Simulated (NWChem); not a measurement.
**SiH3F (SiFH3): levels of theory compared**

We compute a comparison of 6 runs (HF/STO-3G, HF/def2-SVP, HF/6-311+G**, M06-2X/6-311G**, B3LYP/6-31G*, PBE0/def2-SVP) of SiH3F (SiFH3). 

Program for the calculation: NWChem 7.3.0.

### 1 The system as given

The species is SiH3F (5 atoms), meant as a singlet with charge 0. As SMILES, `[H][Si]([H])([H])F`. The shape is that of a GFN2-xTB optimisation.

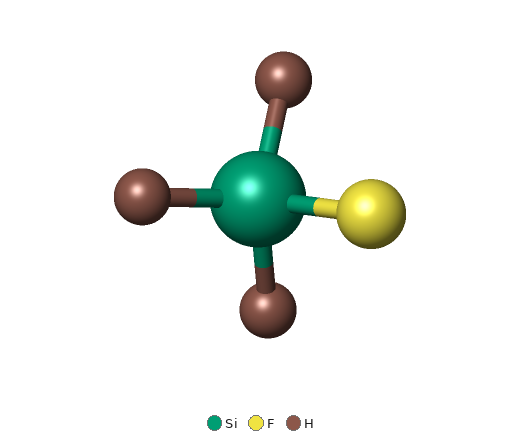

Viewed from a chosen angle; silicon teal, fluorine yellow, hydrogen brown.

### 2 Energy and gradient at HF/STO-3G (run 1)

Contents of job.nw:

```
start job
title "SiFH3"
memory stack 880 mb heap 220 mb global 1100 mb
geometry noautosym nocenter noautoz
 Si   -0.000700    0.001210   -0.093590
 F     0.010860   -0.019140    1.511980
 H     1.400270    0.011030   -0.482220
 H    -0.709280    1.218920   -0.453380
 H    -0.701150   -1.212020   -0.482790
end
basis "ao basis" spherical bse
 * library STO-3G
end
scf
 thresh 1e-08
 maxiter 80
end
task scf gradient
```

The run is started by

```console
nwchem job.nw > job.out
```

Log:

```text
[...]
  functions       =    17
[...]
  wavefunction    = RHF
[...]
         Total SCF energy =   -385.386432321403
      One-electron energy =   -665.045007154166
      Two-electron energy =    216.319001227082
 Nuclear repulsion energy =     63.339573605681
        Time for solution =      0.2s
[...]
                         RHF ENERGY GRADIENTS
    atom               coordinates                        gradient
                 x          y          z           x          y          z
   1 Si     -0.001323   0.002287  -0.176859    0.000051  -0.000058   0.003149
   2 F       0.020522  -0.036169   2.857228   -0.000102   0.000197  -0.020021
   3 H       2.646127   0.020844  -0.911264    0.018556   0.000016   0.005545
   4 H      -1.340345   2.303425  -0.856764   -0.009310   0.016001   0.005810
   5 H      -1.324981  -2.290386  -0.912341   -0.009195  -0.016156   0.005518
[...]
```

It took 0.95 s on 1 thread of Intel Xeon 6975P-C (Granite Rapids), shared host; peak memory 0.096 GiB.

### 3 Energy and forces at HF/def2-SVP (run 2)

Contents of fh3si.nw:

```
start fh3si
memory stack 880 mb heap 220 mb global 1100 mb
geometry units angstrom noautosym nocenter noautoz
   Si      -0.000700       0.001210      -0.093590
   F        0.010860      -0.019140       1.511980
   H        1.400270       0.011030      -0.482220
   H       -0.709280       1.218920      -0.453380
   H       -0.701150      -1.212020      -0.482790
end
basis spherical bse
   Si library def2-SVP
   F library def2-SVP
   H library def2-SVP
end
scf
   thresh 1e-08
   maxiter 80
   print medium
end
task scf gradient
```

The run is started by

```console
nwchem fh3si.nw > fh3si.out
```

Log:

```text
[...]
  functions       =    47
[...]
  wavefunction    = RHF
[...]
         Total SCF energy =   -389.989739000724
      One-electron energy =   -668.009133333943
      Two-electron energy =    214.679820727538
 Nuclear repulsion energy =     63.339573605681
        Time for solution =      1.1s
[...]
                         RHF ENERGY GRADIENTS
    atom               coordinates                        gradient
                 x          y          z           x          y          z
   1 Si     -0.001323   0.002287  -0.176859   -0.000097   0.000197  -0.016067
   2 F       0.020522  -0.036169   2.857228   -0.000033   0.000074  -0.009556
   3 H       2.646127   0.020844  -0.911264   -0.006320  -0.000118   0.008620
   4 H      -1.340345   2.303425  -0.856764    0.003239  -0.005564   0.008396
   5 H      -1.324981  -2.290386  -0.912341    0.003211   0.005411   0.008607
[...]
```

Run time: 2.3 s. Hardware: 1 thread of Intel Xeon 6975P-C (Granite Rapids), shared host; peak memory 0.1 GiB.

Runs 3 to 5 aren't shown in full; the table further down has their settings and results.

### 4 Energy and forces at PBE0/def2-SVP (run 6)

Contents of input.xyz:

```xyz
5
FH3Si gradient
Si    -0.000700     0.001210    -0.093590
F      0.010860    -0.019140     1.511980
H      1.400270     0.011030    -0.482220
H     -0.709280     1.218920    -0.453380
H     -0.701150    -1.212020    -0.482790
```

Contents of input.nw:

```
start input
title "FH3Si gradient"
memory 2200 mb
charge 0
geometry noautosym nocenter noautoz
  load input.xyz
end
basis spherical bse
  * library def2-SVP
end
dft
  xc pbe0
  grid xfine
  convergence energy 1e-08
  iterations 100
  mulliken
  print medium
end
task dft gradient
```

The run is started by

```console
nwchem input.nw > input.out
```

Log:

```text
[...]
          Wavefunction type:  closed shell.
          No. of atoms     :     5
          No. of electrons :    26
[...]
          Charge           :     0
          Spin multiplicity:     1
[...]
          AO basis - number of functions:    47
[...]
              XC Information
              --------------
                         PBE0 Method XC Functional
                     Hartree-Fock (Exact) Exchange  0.250
          PerdewBurkeErnzerhof Exchange Functional  0.750
            Perdew 1991 LDA Correlation Functional  1.000 local
           PerdewBurkeErnz. Correlation Functional  1.000 non-local
[...]
 d= 0,ls=0.0,diis     1   -390.7345924082 -4.54D+02  2.06D-02  3.74D-01     0.7
[...]
 d= 0,ls=0.0,diis     7   -390.7788934738 -3.55D-09  3.46D-07  1.07D-10     4.4
         Total DFT energy =     -390.778893473771
      One electron energy =     -668.214800203699
           Coulomb energy =      246.427417905309
    Exchange-Corr. energy =      -32.331084781062
 Nuclear repulsion energy =       63.339573605681
[...]
      Total Density - Mulliken Population Analysis
     ---------------------------------------------
    Atom       Charge   Shell Charges
 -----------   ------   -------------------------------------------------------
    1 Si  14    13.35   2.00  1.98  1.02  0.17  5.93  1.26  0.71  0.29
    2 F    9     9.36   1.99  1.12  0.80  3.35  2.09  0.00
    3 H    1     1.10   0.75  0.34  0.01
    4 H    1     1.10   0.75  0.34  0.01
    5 H    1     1.10   0.75  0.34  0.01
[...]
  wavefunction    = closed shell
                         DFT ENERGY GRADIENTS
    atom               coordinates                        gradient
                 x          y          z           x          y          z
   1 Si     -0.001323   0.002287  -0.176859   -0.000059   0.000132  -0.011172
   2 F       0.020522  -0.036169   2.857228   -0.000101   0.000192  -0.018440
   3 H       2.646127   0.020844  -0.911264   -0.011700  -0.000156   0.009983
   4 H      -1.340345   2.303425  -0.856764    0.005959  -0.010239   0.009656
   5 H      -1.324981  -2.290386  -0.912341    0.005901   0.010071   0.009973
[...]
```

Wall time 6.6 s (1 thread of Intel Xeon 6975P-C (Granite Rapids), shared host); peak memory 0.12 GiB.

### 5 All runs side by side

```
run                               level  iteration cap  module  energy (Eh)  dipole moment (D)  HOMO energy (eV)  LUMO energy (eV)  wall time
  1                           HF/STO-3G             80     scf  -385.386432               1.40            -10.37             12.83     0.95 s
  2                         HF/def2-SVP             80     scf  -389.989739               1.96            -13.54              3.65      2.3 s
  3                        HF/6-311+G**             80     scf  -390.201932               2.15                 –                 –      5.1 s
  4                     M06-2X/6-311G**            100     dft  -391.152536                  –                 –                 –       13 s
  5  B3LYP/6-31G* (Cartesian functions)            100     dft  -391.177142               1.63             -9.38             -0.05      6.3 s
  6                       PBE0/def2-SVP            100     dft  -390.778893               1.65             -9.74              0.26      6.6 s
```

### 6 Summary of results

| quantity | value |
| --- | --- |
| run 6: total energy | -390.77889 Eh |
| run 6: dipole moment | 1.65 D |
| run 6: HOMO energy | -9.74 eV |
| run 6: LUMO energy | 0.26 eV |
| run 6: HOMO–LUMO gap | 9.99 eV |
| run 6: largest force on an atom | 0.948 eV/Å |

In words: Over runs 1, 2, 3, 5, 6 the dipole moment (its size) runs from 1.40 D (HF/STO-3G) to 2.15 D (HF/6-311+G**). Over runs 1, 2, 5, 6 the HOMO–LUMO gap runs from 9.34 eV (B3LYP/6-31G*) to 23.19 eV (HF/STO-3G). The two ends differ in method and basis. Totals of different functionals can't be ranked against each other. In run 1 the basis is minimal, so the values are rough. All runs together took 35 s, the longest 13 s.
